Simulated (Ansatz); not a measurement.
# Carbon, diamond under RPBE: ground state and equation of state, part 2 of 2

What does RPBE give for carbon in the diamond structure? We relax it, solve it on a dense k-mesh, then scale the cell to 7 volumes from 88 to 112 % of the relaxed one and try a fit of the equation of state. Spin polarisation is left out. The k-meshes are 8×8×8 for the relaxation; 14×14×14 for the dense run; 13×13×13 for the volumes. The starting cell is the deposited one, from the Crystallography Open Database.

Ansatz 0.2.0; DFT, RPBE, plane waves (420 eV) with PAW, scalar-relativistic. Earlier steps stand in the parts before.

### Step 6. Equation of state: 96 %

Contents of input.yaml:

```yaml
crystal:
  lattice:
    - [0.0, 1.7700758591, 1.7700758591]
    - [1.7700758591, 0.0, 1.7700758591]
    - [1.7700758591, 1.7700758591, 0.0]
  atoms:
    - { symbol: C, position: [0.5, 0.5, 0.5] }
    - { symbol: C, position: [0.75, 0.75, 0.75] }
hamiltonian:
  xc: rpbe
  pseudopotentials:
    kind: paw
    azcp:
      C: "pseudopotentials/C.paw.azcp"
basis:
  ecutwfc: 420
  fft_grid_basis: typed
kpoints:
  mp_grid: { grid: [13, 13, 13], shift: [0, 0, 0] }
magnetization:
  spin_polarized: false
scf:
  occupations: { method: fermi_dirac, width: 0.05 }
  lower_state_search: "off"
output:
  stress: true
  write_density: true
  write_potential: true
  elf: true
  volumetric_format: npy
```

What it wrote (excerpt; [...] marks lines left out):

```text
Warning: RAYON_NUM_THREADS=2 ignored (pool sized by the plan → 2); use --threads N
[...]
Pseudopotentials: kind: paw
Pseudopotential: C, paw, valence charge 4, recommended cutoff 420 eV (normal), <dir>
Functional definition: RPBE
[...]
Crystal: 2 atoms, lattice volume = 11.092 Å³
Basis set: ecut = 420 eV, 181 PW (Γ)
Bands: 8, of which v1, the nominal top of the filled ones, is band 4 counted from 1 (3 counted from 0)
Symmetry: 48 space group operations
Space group: Fd-3m (ITA 227), of the structure as read, at distance tolerance 2.2e-5 Å
k-points: 84 of 2197
[...]
SCF iter   1: F=—  HF=-504.073473 eV  |F-HF|=—  |Δ(HF+E_count)|=         —  Δρ=4.29e-3  dr2=5.42e-4  ethr=1.77e-3  ⟨swp⟩=4.6  Hψ=4333  notcnv=0
[...]
SCF iter   6: F=-504.073694 eV  HF=-504.073694 eV  |F-HF|=3.41e-13  |Δ(HF+E_count)|=  3.68e-11  Δρ=4.68e-8  dr2=1.23e-13  ethr=1.00e-12  ⟨swp⟩=3.9  Hψ=2679  notcnv=0
[...]
SCF converged after 6 iterations
Free energy (F): -504.073694 eV
[...]
E sigma→0 (E₀):  -504.073694 eV
Fermi energy:    15.924751 eV
[...]
--- Stress (GPa, compression-positive) ---
       18.399775       0.000000       0.000000
        0.000000      18.399775       0.000000
        0.000000      -0.000000      18.399775
  P = ⅓ Tr σ = 18.3998 GPa (183.998 kbar)
--- Band table (eV; the first three rows and the last of 84) ---
  k-point 0: bands = ["-8.0121", "13.8503", "13.8503", "13.8503", "19.5147", "19.5147", "19.5147", "27.5882"]
[...]
```

It took 0.57 s on 2 threads of Arm Neoverse V1, shared host; peak memory 0.25 GiB.

The maps below are laid out on this run's own conventional cell (a, b, c = 3.540, 3.540, 3.540 Å).

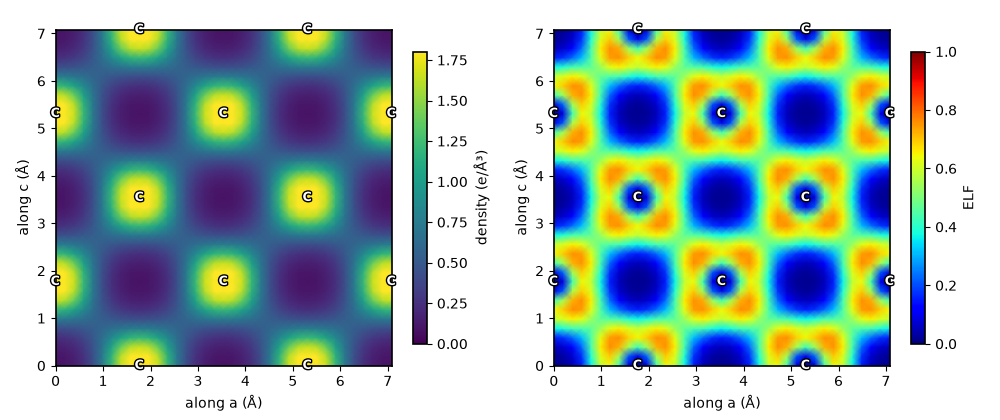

Density (left) and ELF (right) in a lattice plane of the grid's cell (edges 3.54 and 3.54 Å, at 0.000 of the third edge), which holds C. Only atoms in the plane are labelled. Both are smooth fields of the valence electrons: close to the nuclei they are not physical.

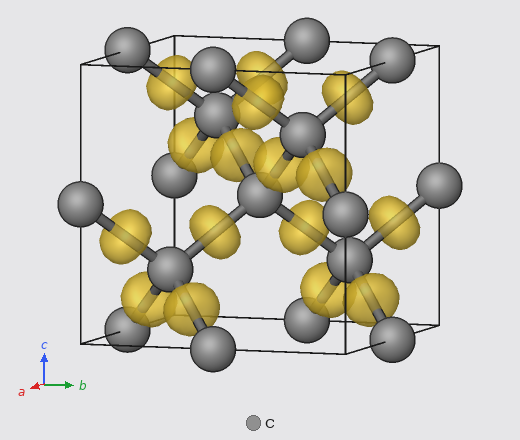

Surface of ELF = 0.85, drawn in one cell.

The highest ELF values outside the cores: 0.94 on the C–C line, 0.7 Å from C.

### Step 7. Equation of state: 100 %

Changes to input.yaml since step 6:

```diff
@@ -2,5 +2,5 @@
   lattice:
-    - [0.0, 1.7700758591, 1.7700758591]
-    - [1.7700758591, 0.0, 1.7700758591]
-    - [1.7700758591, 1.7700758591, 0.0]
+    - [0.0, 1.7943264871, 1.7943264871]
+    - [1.7943264871, 0.0, 1.7943264871]
+    - [1.7943264871, 1.7943264871, 0.0]
   atoms:
@@ -26,5 +26 @@
   stress: true
-  write_density: true
-  write_potential: true
-  elf: true
-  volumetric_format: npy
```

What it wrote (excerpt; [...] marks lines left out):

```text
Warning: RAYON_NUM_THREADS=2 ignored (pool sized by the plan → 2); use --threads N
[...]
[... 3 set-up lines as earlier in the session ...]
[...]
Crystal: 2 atoms, lattice volume = 11.554 Å³
Basis set: ecut = 420 eV, 229 PW (Γ)
Bands: 8, of which v1, the nominal top of the filled ones, is band 4 counted from 1 (3 counted from 0)
[... 2 set-up lines as earlier in the session ...]
k-points: 84 of 2197
[...]
SCF iter   1: F=—  HF=-504.099215 eV  |F-HF|=—  |Δ(HF+E_count)|=         —  Δρ=3.89e-3  dr2=4.33e-4  ethr=1.77e-3  ⟨swp⟩=4.7  Hψ=4339  notcnv=0
[...]
SCF iter   6: F=-504.099453 eV  HF=-504.099453 eV  |F-HF|=1.03e-11  |Δ(HF+E_count)|=  6.31e-10  Δρ=7.03e-7  dr2=3.73e-11  ethr=2.92e-11  ⟨swp⟩=1.2  Hψ=2016  notcnv=0
[...]
SCF converged after 6 iterations
Free energy (F): -504.099453 eV
[...]
E sigma→0 (E₀):  -504.099453 eV
Fermi energy:    15.142690 eV
[...]
--- Stress (GPa, compression-positive) ---
       -0.012934      -0.000000       0.000000
        0.000000      -0.012934       0.000000
        0.000000       0.000000      -0.012934
  P = ⅓ Tr σ = -0.0129 GPa (-0.129 kbar)
```

Run time: 0.46 s. Hardware: 2 threads of Arm Neoverse V1, shared host; peak memory 0.24 GiB.

### Step 8. Equation of state: 104 %

Changes to input.yaml since step 7:

```diff
@@ -2,5 +2,5 @@
   lattice:
-    - [0.0, 1.7943264871, 1.7943264871]
-    - [1.7943264871, 0.0, 1.7943264871]
-    - [1.7943264871, 1.7943264871, 0.0]
+    - [0.0, 1.8179387539, 1.8179387539]
+    - [1.8179387539, 0.0, 1.8179387539]
+    - [1.8179387539, 1.8179387539, 0.0]
   atoms:
```

What it wrote (excerpt; [...] marks lines left out):

```text
Warning: RAYON_NUM_THREADS=2 ignored (pool sized by the plan → 2); use --threads N
[...]
[... 3 set-up lines as earlier in the session ...]
[...]
Crystal: 2 atoms, lattice volume = 12.016 Å³
Basis set: ecut = 420 eV, 259 PW (Γ)
Bands: 8, of which v1, the nominal top of the filled ones, is band 4 counted from 1 (3 counted from 0)
[... 2 set-up lines as earlier in the session ...]
k-points: 84 of 2197
[...]
SCF iter   1: F=—  HF=-504.076559 eV  |F-HF|=—  |Δ(HF+E_count)|=         —  Δρ=4.05e-3  dr2=5.87e-4  ethr=1.77e-3  ⟨swp⟩=4.7  Hψ=4322  notcnv=0
[...]
SCF iter   6: F=-504.076724 eV  HF=-504.076724 eV  |F-HF|=4.64e-11  |Δ(HF+E_count)|=  8.96e-10  Δρ=1.26e-6  dr2=1.29e-10  ethr=6.36e-11  ⟨swp⟩=1.1  Hψ=2016  notcnv=0
[...]
SCF converged after 6 iterations
Free energy (F): -504.076724 eV
[...]
E sigma→0 (E₀):  -504.076724 eV
Fermi energy:    14.413183 eV
[...]
--- Stress (GPa, compression-positive) ---
      -15.248604      -0.000000       0.000000
        0.000000     -15.248604      -0.000000
        0.000000       0.000000     -15.248604
  P = ⅓ Tr σ = -15.2486 GPa (-152.486 kbar)
```

Wall time 0.45 s (2 threads of Arm Neoverse V1, shared host); peak memory 0.24 GiB.

### Step 9. Equation of state: 108 %

Changes to input.yaml since step 8:

```diff
@@ -2,5 +2,5 @@
   lattice:
-    - [0.0, 1.8179387539, 1.8179387539]
-    - [1.8179387539, 0.0, 1.8179387539]
-    - [1.8179387539, 1.8179387539, 0.0]
+    - [0.0, 1.8409530801, 1.8409530801]
+    - [1.8409530801, 0.0, 1.8409530801]
+    - [1.8409530801, 1.8409530801, 0.0]
   atoms:
```

What it wrote (excerpt; [...] marks lines left out):

```text
Warning: RAYON_NUM_THREADS=2 ignored (pool sized by the plan → 2); use --threads N
[...]
[... 3 set-up lines as earlier in the session ...]
[...]
Crystal: 2 atoms, lattice volume = 12.478 Å³
Basis set: ecut = 420 eV, 259 PW (Γ)
Bands: 8, of which v1, the nominal top of the filled ones, is band 4 counted from 1 (3 counted from 0)
[... 2 set-up lines as earlier in the session ...]
k-points: 84 of 2197
[...]
SCF iter   1: F=—  HF=-504.013855 eV  |F-HF|=—  |Δ(HF+E_count)|=         —  Δρ=4.33e-3  dr2=7.92e-4  ethr=1.77e-3  ⟨swp⟩=4.7  Hψ=4310  notcnv=0
[...]
SCF iter   6: F=-504.013999 eV  HF=-504.013999 eV  |F-HF|=5.34e-11  |Δ(HF+E_count)|=  6.78e-10  Δρ=1.26e-6  dr2=1.47e-10  ethr=7.96e-11  ⟨swp⟩=1.1  Hψ=2016  notcnv=0
[...]
SCF converged after 6 iterations
Free energy (F): -504.013999 eV
[...]
E sigma→0 (E₀):  -504.013999 eV
Fermi energy:    13.733867 eV
[...]
--- Stress (GPa, compression-positive) ---
      -27.853107      -0.000000      -0.000000
       -0.000000     -27.853107      -0.000000
       -0.000000       0.000000     -27.853107
  P = ⅓ Tr σ = -27.8531 GPa (-278.531 kbar)
```

It took 0.45 s on 2 threads of Arm Neoverse V1, shared host; peak memory 0.24 GiB.

### Step 10. Equation of state: 112 %

Changes to input.yaml since step 9:

```diff
@@ -2,5 +2,5 @@
   lattice:
-    - [0.0, 1.8409530801, 1.8409530801]
-    - [1.8409530801, 0.0, 1.8409530801]
-    - [1.8409530801, 1.8409530801, 0.0]
+    - [0.0, 1.8634059402, 1.8634059402]
+    - [1.8634059402, 0.0, 1.8634059402]
+    - [1.8634059402, 1.8634059402, 0.0]
   atoms:
```

What it wrote (excerpt; [...] marks lines left out):

```text
Warning: RAYON_NUM_THREADS=2 ignored (pool sized by the plan → 2); use --threads N
[...]
[... 3 set-up lines as earlier in the session ...]
[...]
Crystal: 2 atoms, lattice volume = 12.941 Å³
Basis set: ecut = 420 eV, 259 PW (Γ)
Bands: 8, of which v1, the nominal top of the filled ones, is band 4 counted from 1 (3 counted from 0)
[... 2 set-up lines as earlier in the session ...]
k-points: 84 of 2197
[...]
SCF iter   1: F=—  HF=-503.918045 eV  |F-HF|=—  |Δ(HF+E_count)|=         —  Δρ=4.56e-3  dr2=9.70e-4  ethr=1.77e-3  ⟨swp⟩=4.6  Hψ=4270  notcnv=0
[...]
SCF iter   6: F=-503.918180 eV  HF=-503.918180 eV  |F-HF|=1.69e-11  |Δ(HF+E_count)|=  5.69e-10  Δρ=9.61e-7  dr2=7.42e-11  ethr=7.72e-11  ⟨swp⟩=1.0  Hψ=2035  notcnv=0
[...]
SCF converged after 6 iterations
Free energy (F): -503.918180 eV
[...]
E sigma→0 (E₀):  -503.918180 eV
Fermi energy:    13.097878 eV
[...]
--- Stress (GPa, compression-positive) ---
      -38.261635       0.000000      -0.000000
        0.000000     -38.261635       0.000000
       -0.000000       0.000000     -38.261635
  P = ⅓ Tr σ = -38.2616 GPa (-382.616 kbar)
```

Wall time 0.45 s (2 threads of Arm Neoverse V1, shared host); peak memory 0.24 GiB.

### Step 11. Fitting the volumes

All volumes keep the relaxed shape and fractional coordinates.

```
V (Å³/atom)  E − E₀ (meV/atom)  P from the stress (GPa)  P from the fit (GPa)  gap on the mesh (eV)
      5.084              132.4                    67.63                 67.67                  4.38
      5.315               54.9                    40.67                 40.64                  4.28
      5.546               12.8                    18.40                 18.38                  4.19
      5.777                0.0                    -0.01                  0.00                  4.11
      6.008               11.3                   -15.25                -15.23                  4.04
      6.239               42.7                   -27.85                -27.84                  3.96
      6.470               90.6                   -38.26                -38.31                  3.89
```

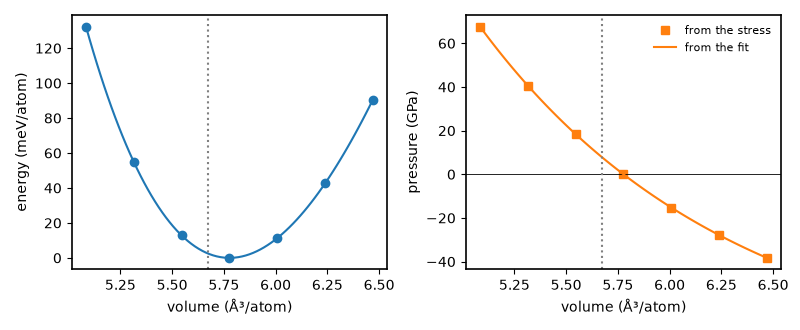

Energy and pressure against volume; the lines are the Birch-Murnaghan fit; the dotted line marks the deposited volume.

A third-order Birch-Murnaghan fit gives V₀ = 5.777 Å³/atom, B₀ = 418 GPa and B₀′ = 3.7; it misses no point by more than 0.03 meV/atom.

### Step 12. Outcome

This closing draws on all 2 parts.

```
                      quantity                        value
space group (spins left aside)              Fd-3m (No. 227)
             conventional cell                  a = 3.589 Å
                        volume                5.777 Å³/atom
             shortest distance                      1.554 Å
   against the measured volume       +1.8 % (5.672 Å³/atom)
               gap on the mesh                      4.10 eV
          relative to graphite                +208 meV/atom
                   V₀, B₀, B₀′  5.777 Å³/atom, 418 GPa, 3.7
```

Against experiment, RPBE misses the volume by +1.8 %. The deposited cell holds zero-point motion and, unless taken cold, thermal expansion, so the miss against a static lattice is larger still. It lies 208 meV/atom above the element's reference form at the same level (graphite, from a run of its own). It has a gap of 4.10 eV on the mesh. The mesh samples the bands at few points and may miss the band edges. B₀ comes out at 418 GPa, among the stiffest elements. Relaxation kept the symmetry; phonons were not checked.

These are semilocal Kohn-Sham gaps, which aren't the measured quantity. Such gaps usually fall short of the measured ones.
